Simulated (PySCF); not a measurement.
C₃H₂O, SMILES `O=C1C=C1`.

Level of theory: B3LYP/aug-cc-pVDZ (PySCF), at a geometry from GFN2-xTB. No frequency check shows the geometry to be a minimum.

Cartesian coordinates (Å):

```
O1      -1.5247   -0.0000    0.0000
C2      -0.3353    0.0001    0.0000
C3       0.9270   -0.6746    0.0000
C4       0.9271    0.6745    0.0000
H5       1.5425   -1.5468    0.0000
H6       1.5425    1.5468    0.0000
```

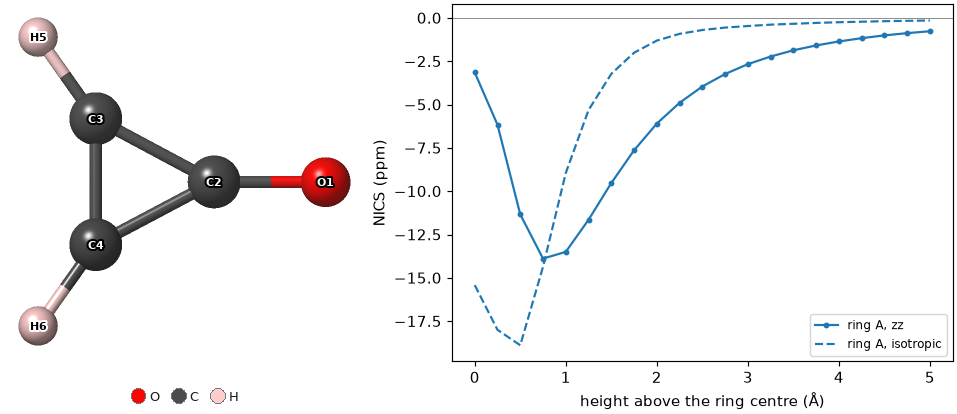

GIAO NICS scans along the ring normals; ring A: 3-membered ring C2/C3/C4.

Q: What does each scan say about the ring current?

A: Ring A is shielded above its centre; in a three-membered ring σ bonds weigh heavily, so the values alone don't measure π aromaticity: NICSzz reaches −13.9 ppm at 0.75 Å; NICS(0) = −15.4, NICS(1) = −8.9, NICS(1)zz = −13.5 ppm.

Run time: 11 s on 1 thread of Intel(R) Xeon(R) 6975P-C (Granite Rapids), on a shared host, peak memory 0.59 GiB.
